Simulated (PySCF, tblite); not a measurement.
# C₃₅H₂₂O₄: electronic excitations, NMR shifts, part 2 of 2

tblite 0.8.0 and PySCF 2.14.0. Atoms count from 0. The steps go on from the part before.

## 4. NMR shifts: GIAO KT3/pcSseg-1

The job: settings as JSON, then the geometry in Å.

```
{"job": {"kind": "nmr", "xc": "KT3", "basis": "pcSseg-1", "pop": false}, "charge": 0, "multiplicity": 1}
C     -0.051135    -0.569485    -1.339375
C      0.002181    -0.054542     0.102129
C      0.044883     1.477018     0.111879
C     -1.160705    -0.576491     0.913609
C     -2.502718    -0.370976     0.707817
C     -3.429402    -0.943432     1.594427
C     -4.850190    -0.777458     1.481415
C     -5.656984    -0.148158     0.588277
C     -7.125055    -0.197295     0.839289
O     -7.675364    -0.741206     1.771119
C     -7.763914     0.548290    -0.265460
C     -9.101754     0.803770    -0.504905
C     -9.433439     1.540388    -1.634126
C     -8.451936     2.005195    -2.500032
C     -7.108172     1.750228    -2.260933
C     -6.774711     1.019661    -1.134809
C     -5.428961     0.619163    -0.654592
O     -4.385879     0.895327    -1.211394
C     -2.957717    -1.723184     2.668375
C     -1.612406    -1.938692     2.870608
C     -0.705628    -1.360191     1.989477
C      0.739534    -1.404140     1.947165
C      1.661987    -2.040659     2.770386
C      3.002826    -1.910252     2.482762
C      3.455722    -1.148652     1.387927
C      4.873485    -1.084090     1.177772
C      5.665348    -0.438795     0.282833
C      5.415434     0.484183    -0.844374
O      4.363354     0.912232    -1.273131
C      6.751475     0.816450    -1.397872
C      7.066806     1.643968    -2.460039
C      8.405301     1.795659    -2.795779
C      9.400114     1.134016    -2.087801
C      9.086932     0.302931    -1.020786
C      7.754391     0.152692    -0.683855
C      7.136083    -0.651991     0.390434
O      7.701848    -1.351705     1.200922
C      2.513462    -0.509192     0.566726
C      1.176522    -0.643181     0.848071
H     -0.106504    -1.655943    -1.350456
H      0.839754    -0.259907    -1.880046
H     -0.927656    -0.172072    -1.844270
H     -0.853110     1.877424    -0.352461
H      0.106569     1.848778     1.132887
H      0.913336     1.828469    -0.439630
H     -2.850283     0.223604    -0.120140
H     -5.413144    -1.252382     2.284586
H     -9.858542     0.438677     0.172371
H    -10.470389     1.756783    -1.844709
H     -8.741507     2.572437    -3.372355
H     -6.337087     2.107017    -2.926943
H     -3.674614    -2.164356     3.346176
H     -1.270901    -2.543194     3.697589
H      1.337501    -2.625498     3.618168
H      3.731790    -2.400363     3.112432
H      5.447861    -1.682280     1.884377
H      6.286979     2.154051    -3.004533
H      8.678889     2.437781    -3.619684
H     10.432512     1.269989    -2.373716
H      9.853885    -0.211789    -0.462676
H      2.843129     0.078233    -0.273132
```

With the program's defaults for keys left out, this is: GIAO KT3/pcSseg-1 NMR shielding, non-relativistic, gas phase.

Output:

```text
start: PBE on a coarse grid of 52598 points
cycle   1  E = -1644.7182007338  dE =  6.962e+00  |g| = 1.767e+00  |ddm| = 9.471e+00
cycle   2  E = -1639.0941876815  dE =  5.624e+00  |g| = 4.980e+00  |ddm| = 1.014e+01
cycle   3  E = -1644.9952584118  dE = -5.901e+00  |g| = 1.137e+00  |ddm| = 9.263e+00
cycle   4  E = -1645.3315608325  dE = -3.363e-01  |g| = 3.388e-01  |ddm| = 2.078e+00
cycle   5  E = -1645.3107167692  dE =  2.084e-02  |g| = 4.186e-01  |ddm| = 9.643e-01
cycle   6  E = -1645.3623634032  dE = -5.165e-02  |g| = 7.809e-02  |ddm| = 6.326e-01
cycle   7  E = -1645.3636004902  dE = -1.237e-03  |g| = 4.286e-02  |ddm| = 1.303e-01
cycle   8  E = -1645.3640535300  dE = -4.530e-04  |g| = 1.489e-02  |ddm| = 6.457e-02
cycle   9  E = -1645.3641028606  dE = -4.933e-05  |g| = 4.988e-03  |ddm| = 2.212e-02
final grid: 491571 points
cycle  10  E = -1674.0632038942  dE = -7.627e-02  |g| = 2.933e-01  |ddm| = 1.837e+00
cycle  11  E = -1673.9244459633  dE =  1.388e-01  |g| = 8.704e-01  |ddm| = 1.519e+00
cycle  12  E = -1674.0784457610  dE = -1.540e-01  |g| = 5.981e-02  |ddm| = 1.220e+00
cycle  13  E = -1674.0790242412  dE = -5.785e-04  |g| = 3.272e-02  |ddm| = 1.223e-01
cycle  14  E = -1674.0793524063  dE = -3.282e-04  |g| = 1.094e-02  |ddm| = 5.758e-02
cycle  15  E = -1674.0793835002  dE = -3.109e-05  |g| = 4.045e-03  |ddm| = 1.935e-02
cycle  16  E = -1674.0793860542  dE = -2.554e-06  |g| = 1.663e-03  |ddm| = 6.177e-03
cycle  17  E = -1674.0793863407  dE = -2.865e-07  |g| = 6.874e-04  |ddm| = 2.825e-03
cycle  18  E = -1674.0793879134  dE = -1.573e-06  |g| = 1.798e-04  |ddm| = 1.093e-03
cycle  19  E = -1674.0793868961  dE =  1.017e-06  |g| = 7.838e-05  |ddm| = 3.358e-04
converged SCF energy = -1674.0793868961

GIAO shielding tensors (ppm)
atom      isotropic    diamagn.    paramagn.     s11        s22        s33       span
  0 C      156.525     252.583     -96.058    140.619    148.885    180.070     39.451
  1 C      134.132     246.128    -111.996    125.938    128.367    148.091     22.153
  2 C      156.484     252.480     -95.996    140.597    148.779    180.076     39.480
  3 C       33.106     263.898    -230.793    -35.380     -6.974    141.671    177.051
  4 C       60.950     256.179    -195.229    -18.787     31.662    169.974    188.761
  5 C       56.009     267.384    -211.376    -18.952     17.672    169.307    188.258
  6 C       43.341     258.495    -215.154    -36.053     26.950    139.126    175.179
  7 C       60.585     253.146    -192.561     -7.651     51.704    137.702    145.353
  8 C        5.468     248.857    -243.389    -63.984     -2.782     83.170    147.154
  9 O     -193.073     396.038    -589.111   -709.040   -268.184    398.004   1107.045
 10 C       52.728     259.213    -206.485    -29.926     31.508    156.601    186.527
 11 C       67.278     218.445    -151.166    -21.419     43.059    180.195    201.614
 12 C       56.917     248.886    -191.969    -42.356     41.865    171.241    213.596
 13 C       57.075     251.188    -194.113    -41.935     42.529    170.630    212.566
 14 C       67.255     235.634    -168.380    -22.343     42.645    181.462    203.805
 15 C       49.523     267.761    -218.237    -32.048     22.716    157.902    189.950
 16 C        5.290     238.942    -233.653    -62.624     -2.829     81.322    143.946
 17 O     -210.362     420.097    -630.460   -734.212   -257.845    360.970   1095.182
 18 C       54.312     253.839    -199.526    -34.418     43.465    153.890    188.308
 19 C       69.704     251.353    -181.650    -18.422     56.331    171.202    189.624
 20 C       47.273     254.295    -207.022    -29.218     23.196    147.841    177.059
 21 C       47.337     254.243    -206.906    -29.053     23.134    147.929    176.982
 22 C       69.751     251.374    -181.623    -18.260     56.297    171.217    189.477
 23 C       54.252     253.805    -199.553    -34.453     43.430    153.777    188.230
 24 C       56.082     267.402    -211.321    -18.885     17.741    169.389    188.274
 25 C       43.401     258.451    -215.050    -35.940     26.934    139.209    175.149
 26 C       60.594     253.254    -192.659     -7.626     51.703    137.706    145.332
 27 C        5.326     238.855    -233.529    -62.569     -2.783     81.331    143.900
 28 O     -210.403     420.101    -630.504   -734.538   -257.826    361.155   1095.693
 29 C       49.619     267.658    -218.039    -31.912     22.814    157.953    189.865
 30 C       67.295     235.704    -168.408    -22.277     42.683    181.480    203.756
 31 C       57.101     251.220    -194.119    -41.970     42.617    170.656    212.627
 32 C       56.976     248.909    -191.933    -42.242     41.834    171.336    213.578
 33 C       67.303     218.364    -151.061    -21.463     43.129    180.243    201.705
 34 C       52.718     259.200    -206.482    -29.902     31.476    156.580    186.482
 35 C        5.528     248.949    -243.421    -63.864     -2.809     83.258    147.122
 36 O     -192.841     396.010    -588.851   -708.801   -267.931    398.209   1107.009
 37 C       61.013     256.131    -195.118    -18.792     31.788    170.042    188.834
 38 C       33.097     264.027    -230.930    -35.463     -6.914    141.669    177.132
 39 H       30.784      36.901      -6.117     27.850     28.235     36.268      8.418
 40 H       29.629      37.526      -7.897     24.004     29.132     35.751     11.747
 41 H       29.548      37.455      -7.907     23.965     28.916     35.764     11.799
 42 H       29.619      37.455      -7.836     24.003     29.113     35.740     11.737
 43 H       30.761      36.814      -6.054     27.823     28.202     36.257      8.434
 44 H       29.536      37.383      -7.847     23.959     28.903     35.745     11.787
 45 H       20.886      40.984     -20.098     11.813     21.215     29.631     17.818
 46 H       23.929      36.812     -12.883     19.056     23.283     29.448     10.393
 47 H       23.740      25.999      -2.260     19.644     24.601     26.974      7.330
 48 H       24.062      17.453       6.609     20.693     24.747     26.748      6.055
 49 H       24.047      24.818      -0.771     20.566     24.546     27.030      6.465
 50 H       23.642      35.670     -12.029     19.274     24.246     27.405      8.130
 51 H       24.009      37.330     -13.321     19.394     24.725     27.908      8.514
 52 H       23.771      37.453     -13.681     18.400     24.945     27.969      9.569
 53 H       23.773      37.434     -13.661     18.404     24.958     27.958      9.554
 54 H       24.011      37.327     -13.316     19.395     24.727     27.913      8.518
 55 H       23.939      36.837     -12.898     19.065     23.289     29.464     10.398
 56 H       23.653      35.674     -12.021     19.286     24.257     27.416      8.130
 57 H       24.052      24.848      -0.796     20.570     24.544     27.042      6.471
 58 H       24.067      17.477       6.590     20.699     24.753     26.749      6.050
 59 H       23.739      26.013      -2.274     19.642     24.597     26.976      7.334
 60 H       20.907      40.982     -20.075     11.848     21.210     29.663     17.815
```

Run time: 50 s. Hardware: 4 threads of Arm Neoverse V1, shared host; peak memory 2.2 GiB.

Shifts follow as δ = σ(reference) − σ, with reference shieldings (ppm) from runs at the same level and on the same kind of geometry: $^{1}$H TMS 31.76, $^{13}$C TMS 184.7, $^{17}$O H2O 330.8. The references are single molecules in the gas phase, so shifts against H2O, NH3, PH3, H3PO4 or CFCl3 are not on the usual liquid scales and can be off by tens of ppm. Atoms listed in one row are averaged.

| atoms | environment | σ (ppm) | δ (ppm) |
| --- | --- | --- | --- |
| C16, C27 | ketone carbonyl carbon | 5.3 | 179.4 |
| C8, C35 | ketone carbonyl carbon | 5.5 | 179.2 |
| C3, C38 | substituted aromatic carbon | 33.1 | 151.6 |
| C6, C25 | β carbon of a C=C–C=O unit | 43.4 | 141.4 |
| C20, C21 | substituted aromatic carbon | 47.3 | 137.4 |
| C15, C29 | substituted aromatic carbon | 49.6 | 135.2 |
| C10, C34 | substituted aromatic carbon | 52.7 | 132.0 |
| C18, C23 | aromatic CH | 54.3 | 130.4 |
| C5, C24 | substituted aromatic carbon | 56.0 | 128.7 |
| C12, C32 | aromatic CH | 56.9 | 127.8 |
| C13, C31 | aromatic CH | 57.1 | 127.6 |
| C7, C26 | α carbon of a C=C–C=O unit | 60.6 | 124.1 |
| C4, C37 | aromatic CH | 61.0 | 123.7 |
| C14, C30 | aromatic CH | 67.3 | 117.4 |
| C11, C33 | aromatic CH | 67.3 | 117.4 |
| C19, C22 | aromatic CH | 69.7 | 115.0 |
| C1 | quaternary sp3 carbon on an aromatic ring | 134.1 | 50.6 |
| C0, C2 | methyl carbon | 156.5 | 28.2 |
| H45, H60 | hydrogen on an aromatic CH | 20.90 | 10.86 |
| H50, H56 | hydrogen on an aromatic CH | 23.65 | 8.11 |
| H47, H59 | hydrogen on an aromatic CH | 23.74 | 8.02 |
| H52, H53 | hydrogen on an aromatic CH | 23.77 | 7.99 |
| H46, H55 | hydrogen on a β carbon of a C=C–C=O unit | 23.93 | 7.83 |
| H51, H54 | hydrogen on an aromatic CH | 24.01 | 7.75 |
| H49, H57 | hydrogen on an aromatic CH | 24.05 | 7.71 |
| H48, H58 | hydrogen on an aromatic CH | 24.06 | 7.70 |
| H39, H40, H41, H42, H43, H44 | hydrogen on a methyl carbon | 29.98 | 1.78 |
| O17, O28 | ketone oxygen | -210.4 | 541.2 |
| O9, O36 | ketone oxygen | -193.0 | 523.7 |

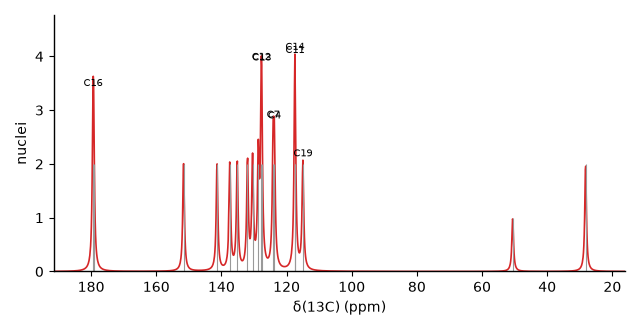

$^{13}$C lines at the computed shifts, without couplings. Lines are broadened to a width of 0.60 ppm (Lorentzian).

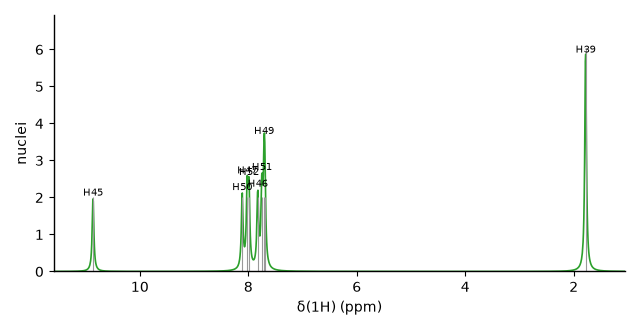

$^{1}$H lines at the computed shifts, without couplings. Lines are broadened to a width of 0.04 ppm (Lorentzian).

Ring of atoms C1, C3, C20, C21, C38: NICS(0) 1.5, NICS(1) -2.5, NICS(1)zz 0.6 ppm (means of both faces).

Ring of atoms C3, C4, C5, C18, C19, C20: NICS(0) -5.7, NICS(1) -8.8, NICS(1)zz -19.1 ppm (means of both faces).

Ring of atoms C7, C8, C10, C15, C16: NICS(0) 7.6, NICS(1) -0.8, NICS(1)zz 4.3 ppm (means of both faces).

## 5. Summary of results

The summary covers parts 1 to 2.

| quantity | value |
| --- | --- |
| lowest singlet (wB97X-D/def2-SVP) | 3.37 eV (368 nm), f = 2.101 |
| lowest triplet | 2.28 eV |
| $^{13}$C shifts against TMS (KT3/pcSseg-1, means over atoms taken as alike) | 179.4, 179.2, 151.6, 141.4, 137.4, 135.2, 132.0, 130.4, 128.7, 127.8, 127.6, 124.1, 123.7, 117.4 ppm and more |
| $^{1}$H shifts against TMS (KT3/pcSseg-1, means over atoms taken as alike) | 10.86, 8.11, 8.02, 7.99, 7.83, 7.75, 7.71, 7.70, 1.78 ppm |
| $^{17}$O shifts against H2O (KT3/pcSseg-1, means over atoms taken as alike) | 541.2, 523.7 ppm |

What this shows: The lowest singlet, at 3.37 eV, is HOMO→LUMO 0.85 and is bright. The lowest triplet lies 1.08 eV below the lowest singlet. NICS(1)zz of -19 ppm above the planar ring from C3 marks a diatropic (aromatic) ring current.
